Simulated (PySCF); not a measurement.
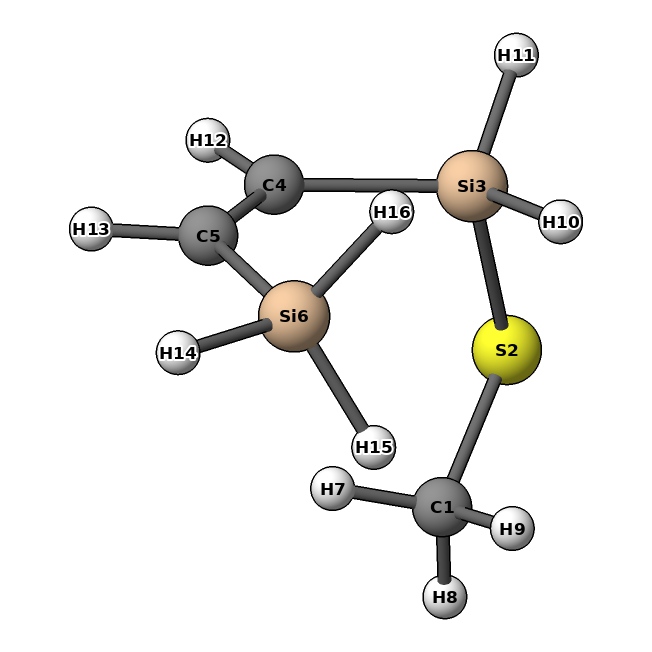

The questions are on isotropic NMR shieldings of the Si atoms. The geometry was computed by an optimisation with GFN2-xTB. No frequency run is at hand to confirm it as a minimum. Properties computed with GIAO PBE0/pcSseg-1 NMR shielding, non-relativistic, gas phase (PySCF 2.14.0).

Give the isotropic NMR shieldings of the Si atoms atom by atom.

```json
{"atom": "Si3", "σ (ppm)": "387.9"}
{"atom": "Si6", "σ (ppm)": "434.0"}
```

The geometry is semi-empirical. Around Si such bond lengths and angles can be off by a tenth of an ångström or more and by several degrees, and values that hang on the shape move with them.
